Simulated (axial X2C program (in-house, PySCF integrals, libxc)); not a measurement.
# CoN: from the state search to constants

What are the state, bond length, wavenumber and bond energy of CoN, and what does spin–orbit coupling change?

Computed with an in-house X2C program for linear molecules on PySCF integrals. Level: all-electron X2C, Co dyall-cv3z, N dyall-av3z.

All values are calculated.

**1. Set-up**

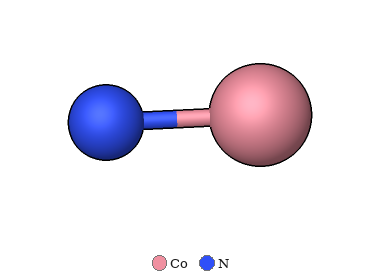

The two atoms at 1.630 Å (cobalt pink, nitrogen blue).

task.json

```json
{
 "zs": [
  27,
  7
 ],
 "q": 0,
 "bas": [
  "dyall-cv3z",
  "dyall-av3z"
 ],
 "levels": [
  "PBE0",
  "HF",
  "TPSSh"
 ],
 "cc": true,
 "r0": 1.63,
 "thr": -2.0,
 "nmax": 90,
 "npts": 10,
 "nst": 2,
 "ntry": 6
}
```

Keys: zs atomic numbers; q charge; bas basis sets; levels methods (HF also brings MP2); cc coupled cluster on or off; r0 starting distance in Å; thr threshold in hartree for freezing inner shells (an s shell follows its p shell); nmax most natural virtual spinors; npts points asked for on the curve; nst determinants followed; ntry starts of the search.

Command:

```bash
$ python so2c.py task.json out
```

Spin-free means the one-electron spin-free X2C Hamiltonian; two-component (2c) means X2C with spin–orbit coupling and atomic mean-field two-electron Coulomb and Gaunt terms. Basis: Co dyall-cv3z contracted to [9s10p6d3f2g], N dyall-av3z contracted to [7s7p3d2f]; Gaussian nuclei, density fitting. Masses: Co 58.933 u, N 14.003 u.

Notation: σ, π±, δ± give the projection m of an orbital's angular momentum (0, ±1, ±2), α and β its spin, Λ and M_S the sums; ω is the projection of a spinor's total angular momentum and Ω the sum. Logs are in hartree.

The results follow Hamiltonian by Hamiltonian and level by level.

**2. State search with PBE0**

Determinants are compared with PBE0 at 1.630 Å.

Spin-free determinants:

```json
{"ΔE (eV)": "0.00", "state": "M_S = 2, Λ = 2", "open shells": "beyond closed shells: σα, π+α, π-α, δ+α, δ+β, δ-α"}
{"ΔE (eV)": "0.63", "state": "M_S = 1, Λ = 3", "open shells": "beyond closed shells: π+α, δ+α, δ+β, δ-α"}
{"ΔE (eV)": "0.63", "state": "M_S = 1, Λ = 1", "open shells": "beyond closed shells: π-α, δ+α, δ+β, δ-α"}
{"ΔE (eV)": "0.81", "state": "M_S = 1, Λ = 2", "open shells": "beyond closed shells: σβ, π+α, π-α, δ+α, δ+β, δ-α"}
{"ΔE (eV)": "1.06", "state": "M_S = 1, Λ = 1", "open shells": "beyond closed shells: σα, π+α"}
{"ΔE (eV)": "1.26", "state": "M_S = 0, Λ = 0", "open shells": "closed shell"}
{"ΔE (eV)": "1.79", "state": "M_S = 3, Λ = 0", "open shells": "beyond closed shells: 2 × σα, π+α, π-α, δ+α, δ-α"}
```

Two-component determinants:

```
ΔE (eV)  state                                           open shells
   0.00  Ω = 4                excess of +ω over −ω: ω = 3/2, ω = 5/2
   0.50  Ω = 3                excess of +ω over −ω: ω = 1/2, ω = 5/2
   0.62  Ω = 2               excess of +ω over −ω: ω = -1/2, ω = 5/2
   0.74  Ω = 1               excess of +ω over −ω: ω = -3/2, ω = 5/2
   0.74  Ω = 2                excess of +ω over −ω: ω = 1/2, ω = 3/2
   0.81  Ω = 3  excess of +ω over −ω: 2 × ω = -1/2, ω = 3/2, ω = 5/2
   0.92  Ω = 1                     excess of +ω over −ω: 2 × ω = 1/2
```

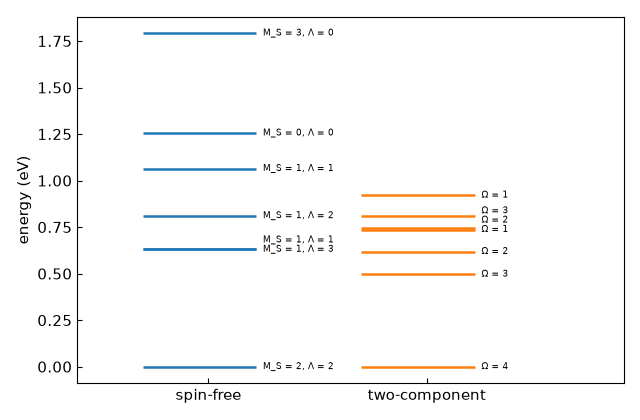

The determinants found, each set from its own lowest.

**3. PBE0, spin-free**

State followed: M_S = 2, Λ = 2 (beyond closed shells: σα, π+α, π-α, δ+α, δ+β, δ-α). The scan is laid around 1.615 Å, a first estimate of the minimum, and this SCF restarts from the orbitals of the search.

The SCF at the reference distance of 1.615 Å:

```text
spin-free X2C-1e  PBE0
basis functions 165  fitting functions 888  grid points 5075
iter        total energy     max residual
   1      -1447.003962549     1.43e+00
   2      -1447.695272646     2.77e-02
   3      -1447.648276196     9.87e-02
   4      -1447.693404184     3.37e-02
   5      -1447.702296850     6.47e-03
   6      -1447.702606489     6.24e-04
   7      -1447.702612640     3.32e-04
   8      -1447.702615888     1.68e-04
   9      -1447.702616543     5.48e-05
  10      -1447.702616666     1.84e-05
  11      -1447.702616689     1.59e-05
  12      -1447.702616698     9.21e-06
  13      -1447.702616701     5.10e-06
  14      -1447.702616702     1.41e-06
converged
one-electron -2127.02749006  Coulomb 683.92286457  exact exchange -16.24324752  xc functional -50.28322225  nuclear repulsion 61.92847855
```

Along the bond, energies from the lowest point:

| R (Å) | E (eV) | μ (D) | HOMO (eV) | LUMO (eV) | iterations |
| --- | --- | --- | --- | --- | --- |
| 1.405 | 0.8034 | -3.21 | -6.61 | -3.07 | 16 |
| 1.470 | 0.3043 | -3.59 | -6.64 | -3.09 | 16 |
| 1.518 | 0.1087 | -3.83 | -6.67 | -3.06 | 16 |
| 1.567 | 0.0184 | -4.03 | -6.71 | -3.01 | 16 |
| 1.615 | 0.0000 | -4.18 | -6.75 | -2.92 | 14 |
| 1.671 | 0.0383 | -4.31 | -6.80 | -2.81 | 16 |
| 1.728 | 0.1198 | -4.42 | -6.79 | -2.72 | 15 |
| 1.801 | 0.2655 | -4.52 | -6.59 | -2.66 | 16 |
| 1.889 | 0.4815 | -4.60 | -6.30 | -2.71 | 16 |
| 2.019 | 0.8291 | -4.68 | -5.98 | -2.78 | 16 |

Dipoles are positive if N is the positive end.

Outer orbitals at the reference distance:

```csv
symmetry,occupied,ε (eV),atomic character
σα,yes,-20.66,"71% N s, 12% Co d, 9% Co p"
σβ,yes,-18.51,"69% N s, 12% Co d, 10% Co p"
π-α,yes,-10.68,"75% Co d, 23% N p"
π+α,yes,-10.68,"75% Co d, 23% N p"
σα,yes,-10.32,"68% Co d, 22% N p, 7% N s"
δ+α,yes,-9.68,99% Co d
δ-α,yes,-9.68,99% Co d
σβ,yes,-8.01,"59% N p, 28% Co d, 8% N s"
π+β,yes,-7.81,"74% Co d, 24% N p"
π-β,yes,-7.59,"70% Co d, 27% N p"
δ+β,yes,-7.31,99% Co d
σα,yes,-6.85,"46% N p, 36% Co s, 10% Co d"
π-α,yes,-6.75,"64% N p, 24% Co d, 11% Co p"
π+α,yes,-6.75,"64% N p, 24% Co d, 11% Co p"
σβ,no,-2.92,"50% Co s, 21% Co d, 14% N p"
σα,no,-2.48,"35% Co p, 26% N p, 24% Co s"
π+β,no,-1.81,"52% N p, 25% Co p, 22% Co d"
π-β,no,-1.73,"49% N p, 25% Co d, 25% Co p"
```

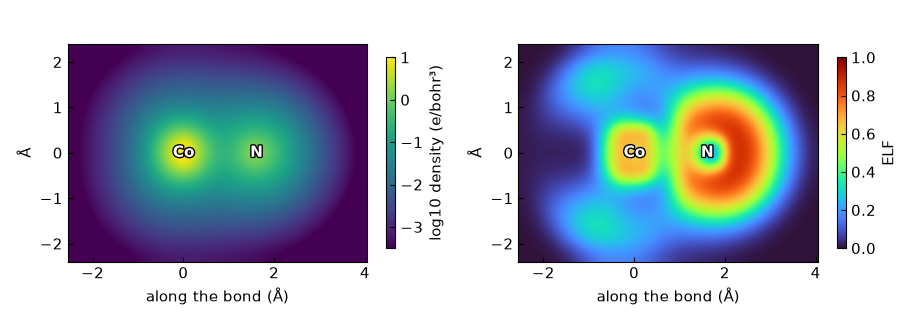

PBE0 fields in a plane through the axis, from a grid of 0.3 Å; Co lies at z = 0 and N at z = 1.615 Å; the ELF is damped to zero where the density is low.

Re = 1.606 Å, ωe = 724 cm⁻¹, Be = 0.5775 cm⁻¹, De = 2.30 eV, μ = -4.16 D.

**4. HF, spin-free**

Output at 1.615 Å:

```text
spin-free X2C-1e  HF
basis functions 165  fitting functions 888  grid points 5075
iter        total energy     max residual
   1      -1446.149137013     1.19e-01
   2      -1446.190985433     3.40e-02
   3      -1446.204343642     1.94e-02
   4      -1446.210101550     2.62e-02
   5      -1446.217145494     1.57e-02
   6      -1446.220819767     5.42e-03
   7      -1446.221816303     2.59e-03
   8      -1446.222075472     2.07e-03
   9      -1446.222267400     2.00e-03
  10      -1446.222435415     2.13e-03
  11      -1446.222506057     2.15e-03
  12      -1446.222496899     2.15e-03
  13      -1446.221713463     1.58e-03
  14      -1446.221616518     9.88e-04
  15      -1446.221662852     1.25e-03
  16      -1446.221552137     5.75e-04
  17      -1446.221527026     4.04e-04
  18      -1446.221503237     1.41e-04
  19      -1446.221502590     1.00e-04
  20      -1446.221501732     2.70e-05
  21      -1446.221501886     2.31e-05
  22      -1446.221501851     7.54e-06
  23      -1446.149137013     2.28e-01
  24      -1446.191172978     3.44e-02
  25      -1446.209514704     8.67e-02
  26      -1446.213658070     5.76e-02
  27      -1446.220269364     8.15e-03
  28      -1446.221621416     7.11e-03
  29      -1446.222032473     6.30e-03
  30      -1446.222318110     2.56e-03
  31      -1446.222634153     4.81e-03
  32      -1446.223112151     1.01e-02
  33      -1446.223410069     7.35e-03
  34      -1446.223676764     9.87e-04
  35      -1446.223698825     7.87e-04
  36      -1446.223715240     4.90e-04
  37      -1446.223722961     3.93e-04
  38      -1446.223728562     3.41e-04
  39      -1446.223730866     1.95e-04
  40      -1446.223731372     4.81e-05
  41      -1446.223731440     1.46e-05
  42      -1446.223731450     9.43e-06
  43      -1446.223731451     1.87e-06
converged
one-electron -2129.14661601  Coulomb 686.31735909  exact exchange -65.32295309  xc functional 0.00000000  nuclear repulsion 61.92847855
```

No constants are quoted: the lowest point is the long end of the scan.

**5. TPSSh, spin-free**

Output at 1.615 Å:

```text
spin-free X2C-1e  TPSSh
basis functions 165  fitting functions 888  grid points 5075
iter        total energy     max residual
   1      -1448.021873742     2.80e-02
   2      -1448.021256806     1.98e-02
   3      -1447.980180957     7.99e-02
   4      -1448.023039085     9.92e-03
   5      -1448.023879344     2.09e-03
   6      -1448.023929408     8.00e-04
   7      -1448.023947237     4.24e-04
   8      -1448.023953781     1.63e-04
   9      -1448.023954939     6.37e-05
  10      -1448.023955026     6.80e-06
  11      -1448.023955028     1.73e-05
converged
one-electron -2126.68265323  Coulomb 683.55333073  exact exchange -6.49275832  xc functional -60.33035277  nuclear repulsion 61.92847855
```

Re = 1.605 Å, ωe = 795 cm⁻¹, ωexe = 9.06 cm⁻¹, Be = 0.5785 cm⁻¹, De = 2.92 eV, μ = -3.90 D.

**6. Correlated methods, spin-free**

Correlated methods: 14 electrons correlated (frozen shells, counted by type: Co 3 s, 2 p; N 1 s), 250 virtual spinors in MP2, 90 natural virtuals in coupled cluster.

Output of the correlated part at 1.615 Å:

```text
correlated 14  virtual 250  natural virtual 90  E(MP2) -0.536374066  MP2 remainder -0.045357266
iter   CCSD correlation   residual
   1     -0.436967333   2.61e-01
   2     -0.464711974   1.67e-01
   3     -0.477122558   7.59e-02
   4     -0.484822759   5.33e-02
   5     -0.490720819   3.23e-02
   6     -0.492694371   1.47e-02
   7     -0.493125420   7.58e-03
   8     -0.493525335   3.38e-03
   9     -0.493545220   1.63e-03
  10     -0.493588570   9.43e-04
  11     -0.493611414   4.74e-04
  12     -0.493614055   2.72e-04
  13     -0.493624021   1.50e-04
  14     -0.493619460   8.19e-05
  15     -0.493616731   4.53e-05
  16     -0.493614022   2.76e-05
  17     -0.493610812   1.67e-05
  18     -0.493609747   9.54e-06
  19     -0.493608875   5.45e-06
  20     -0.493608714   2.39e-06
  21     -0.493608654   1.32e-06
  22     -0.493608571   7.96e-07
  23     -0.493608560   4.38e-07
(T) -0.028984774  T1 0.1244  D1 0.2610  max T2 0.092
```

T1 in the output is the amplitude norm over the root of the electron number; divide by √2 for the Lee–Taylor value.

MP2: No constants are quoted: the dipole of the HF reference doesn't run smoothly along the scan, a sign that its character may change, so the fit is set aside.

CCSD: No constants are quoted: the dipole of the HF reference doesn't run smoothly along the scan, a sign that its character may change, so the fit is set aside.

CCSD(T): No constants are quoted: the dipole of the HF reference doesn't run smoothly along the scan, a sign that its character may change, so the fit is set aside.

**7. A higher determinant, spin-free**

State: M_S = 1, Λ = 3 (beyond closed shells: π+α, δ+α, δ+β, δ-α).

Output at the reference distance:

```text
spin-free X2C-1e  PBE0
basis functions 165  fitting functions 888  grid points 5075
iter        total energy     max residual
   1      -1446.949700174     1.43e+00
   2      -1447.671318986     2.90e-02
   3      -1447.616715358     1.03e-01
   4      -1447.670958153     2.74e-02
   5      -1447.679112410     6.30e-03
   6      -1447.679459730     8.39e-04
   7      -1447.679466407     2.07e-04
   8      -1447.679467190     6.02e-05
   9      -1447.679467650     6.12e-05
  10      -1447.679467931     2.91e-05
  11      -1447.679468075     1.67e-05
  12      -1447.679468108     1.18e-05
  13      -1447.679468116     1.51e-06
  14      -1447.679468116     8.03e-07
converged
one-electron -2125.63085115  Coulomb 682.44137402  exact exchange -16.21624384  xc functional -50.20222571  nuclear repulsion 61.92847855
```

| R (Å) | E above the lowest PBE0 point (eV) |
| --- | --- |
| 1.405 | 1.526 |
| 1.470 | 0.992 |
| 1.518 | 0.770 |
| 1.567 | 0.658 |
| 1.615 | 0.630 |
| 1.671 | 0.678 |
| 1.728 | 0.788 |
| 1.801 | 0.988 |
| 1.889 | 1.279 |

Re = 1.609 Å, ωe = 824 cm⁻¹, ωexe = 5.86 cm⁻¹, Be = 0.5753 cm⁻¹, μ = -3.75 D. ⟨S²⟩ = 2.41 against 2.00 for a pure state, so this determinant mixes spins. Te = 0.63 eV. As a difference of two determinants it need not be a gap between pure terms.

**8. The spin-free curves together**

Energy (eV) of the followed determinant, spin-free, from each level's lowest point:

| R (Å) | PBE0 | HF (dipole not smooth) | MP2 (HF's dipole not smooth) | CCSD (HF's dipole not smooth) | CCSD(T) (HF's dipole not smooth) | TPSSh |
| --- | --- | --- | --- | --- | --- | --- |
| 1.405 | 0.803 | 2.194 | 2.043 | n/a | n/a | 0.883 |
| 1.470 | 0.304 | 1.207 | 1.983 | 0.519 | 0.551 | 0.341 |
| 1.518 | 0.109 | 0.627 | 1.911 | 0.371 | 0.396 | 0.123 |
| 1.567 | 0.018 | 1.215 | 0.000 | 0.000 | 0.000 | 0.020 |
| 1.615 | 0.000 | 0.873 | 0.102 | 0.034 | 0.046 | 0.000 |
| 1.671 | 0.038 | 0.557 | 0.161 | 0.122 | 0.176 | 0.048 |
| 1.728 | 0.120 | 0.323 | 0.223 | 0.234 | 0.343 | 0.147 |
| 1.801 | 0.265 | 0.125 | 0.318 | 0.381 | 0.557 | 0.318 |
| 1.889 | 0.481 | 0.006 | 0.463 | n/a | n/a | 0.568 |
| 2.019 | 0.829 | 0.000 | 0.720 | n/a | n/a | 0.965 |

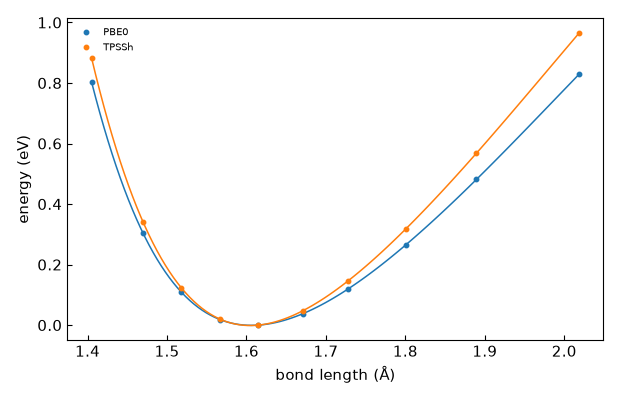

Curves of the followed state, spin-free, each from its own lowest point. Left out: HF, MP2, CCSD, CCSD(T).

(Part 1 of 2 ends here.)
